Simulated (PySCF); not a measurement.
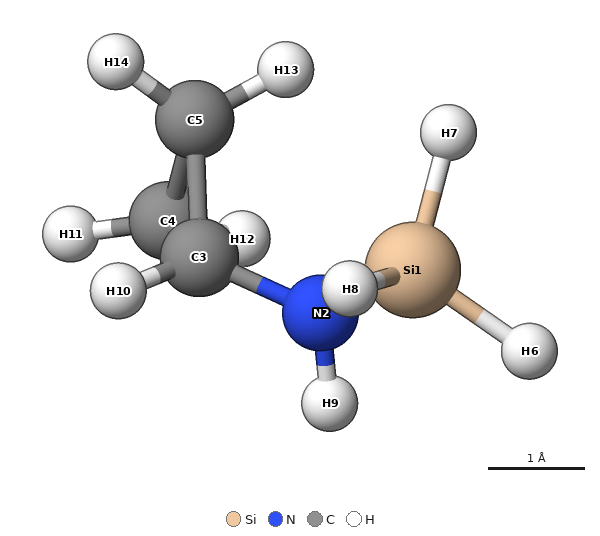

Fig. 1: The structure (ball-and-stick view, seen at a tilt; atoms are numbered from 1 in the order of the input). Bond lengths as drawn: C–C 1.50 Å, C–H 1.09 to 1.10 Å, C–N 1.43 Å, H–N 1.01 Å, H–Si 1.49 to 1.50 Å and N–Si 1.74 Å.

# NMR shielding calculation, with input and output: C3H9NSi

C3H9NSi, SMILES [SiH3]NC1CC1, computed with GIAO OPBE/pcSseg-1 NMR shielding, non-relativistic, gas phase (PySCF 2.14.0).

The geometry comes from this level: PBE0-D3(BJ)/def2-SVP. Figures and captions count atoms from 1; the log counts them from 0 in places.

What the program printed:
```
coarse grid: 11528 points
cycle   1  E = -463.7314918632  dE =  3.264e-01  |g| = 4.898e-01  |ddm| = 3.279e+00
cycle   2  E = -463.6150845395  dE =  1.164e-01  |g| = 8.504e-01  |ddm| = 1.500e+00
cycle   3  E = -463.7934892500  dE = -1.784e-01  |g| = 9.608e-02  |ddm| = 1.072e+00
cycle   4  E = -463.7954121850  dE = -1.923e-03  |g| = 4.582e-02  |ddm| = 1.395e-01
cycle   5  E = -463.7958963654  dE = -4.842e-04  |g| = 5.544e-03  |ddm| = 4.620e-02
cycle   6  E = -463.7959042552  dE = -7.890e-06  |g| = 1.616e-03  |ddm| = 8.644e-03
final grid: 104896 points
cycle   7  E = -463.8075874314  dE = -1.371e-04  |g| = 9.620e-03  |ddm| = 4.807e-02
cycle   8  E = -463.8075625892  dE =  2.484e-05  |g| = 1.309e-02  |ddm| = 2.181e-02
cycle   9  E = -463.8076067682  dE = -4.418e-05  |g| = 1.597e-03  |ddm| = 1.396e-02
cycle  10  E = -463.8076071386  dE = -3.704e-07  |g| = 6.779e-04  |ddm| = 2.061e-03
cycle  11  E = -463.8076072437  dE = -1.051e-07  |g| = 7.022e-05  |ddm| = 7.211e-04
cycle  12  E = -463.8076072446  dE = -9.458e-10  |g| = 2.382e-05  |ddm| = 9.316e-05
```

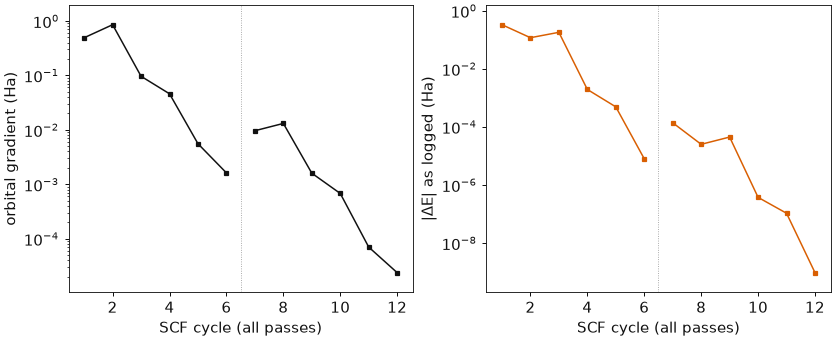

Fig. 2: Convergence of the self-consistent field: orbital gradient and size of the energy change against the SCF cycle. The dotted line marks the change from a coarse to the final integration grid. The first 6 cycles use a coarse grid, the final grid takes over at cycle 7, and the field converges after 12 cycles in all.

```
converged SCF energy = -463.8076072446

GIAO shielding tensors (ppm)
atom      isotropic    diamagn.    paramagn.     s11        s22        s33       span
  0 Si     417.205     880.410    -463.205    368.858    401.538    481.218    112.359
  1 N      233.580     320.411     -86.831    200.372    216.895    283.473     83.100
  2 C      157.357     245.603     -88.246    129.032    133.316    209.723     80.690
  3 C      171.948     253.650     -81.702    141.991    170.096    203.758     61.768
  4 C      174.916     250.033     -75.117    145.057    172.214    207.475     62.417
  5 H       26.778      28.459      -1.682     23.608     24.785     31.940      8.332
  6 H       26.640      29.387      -2.747     22.730     25.999     31.193      8.463
  7 H       26.473      28.402      -1.929     22.929     24.393     32.099      9.170
  8 H       30.749      32.212      -1.463     20.966     29.473     41.807     20.841
  9 H       28.936      30.292      -1.357     21.355     27.852     37.600     16.244
 10 H       30.645      30.019       0.626     25.120     26.525     40.289     15.170
 11 H       30.892      30.942      -0.050     25.548     28.788     38.339     12.791
 12 H       30.610      31.037      -0.427     26.123     27.921     37.785     11.662
 13 H       30.772      30.253       0.519     25.447     26.457     40.412     14.965
```

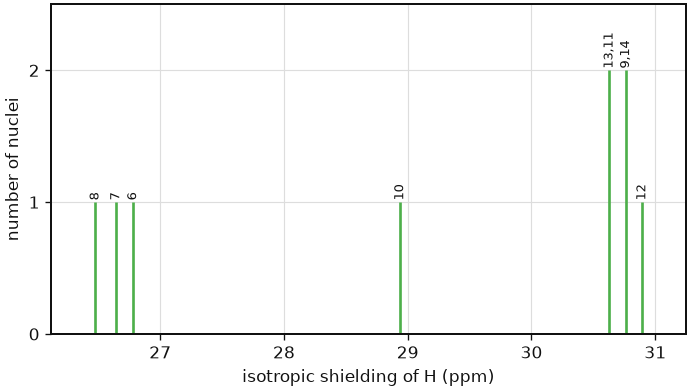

Fig. 3: Isotropic shieldings of the hydrogen nuclei in this fixed geometry, labelled by atom number; shielding grows to the right, so chemical shift grows to the left. The least shielded is H8 (26.5 ppm), the most shielded H12 (30.9 ppm).

This output came from the following input.

Input file:
```
{"job": {"kind": "nmr", "xc": "OPBE", "basis": "pcSseg-1", "pop": false}, "charge": 0, "multiplicity": 1}
Si     1.969199     0.789138     0.077345
N      0.818273    -0.400923     0.601805
C     -0.555715    -0.100511     0.840602
C     -1.602730    -1.053252     0.342600
C     -1.417247     0.273651    -0.331431
H      3.286228     0.091647    -0.022631
H      1.574208     1.334759    -1.256700
H      2.125736     1.964015     1.000320
H      1.169037    -1.172250     1.160441
H     -0.796771     0.416667     1.782374
H     -2.493545    -1.216659     0.954693
H     -1.239162    -1.935601    -0.190123
H     -0.940440     0.272807    -1.314824
H     -2.174129     1.049080    -0.189751
```

The first line tells a small driver script what to run in PySCF; the rest is the geometry in Å.

Launch command:
```bash
OMP_NUM_THREADS=1 python <driver script> task.json out
```

Results in brief:

- outcome: converged
- total energy: −463.807607 hartree
- HOMO: −5.46 eV
- LUMO: 0.23 eV
- dipole moment: 1.07 D
- isotropic shielding, Si: 417.2 ppm
- isotropic shielding, N: 233.6 ppm
- isotropic shielding, C: 157.4 to 174.9 ppm
- isotropic shielding, H: 26.5 to 30.9 ppm
- hardware: 1 CPU thread, shared host
- wall time: 9.9 s
- peak memory: 0.72 GiB
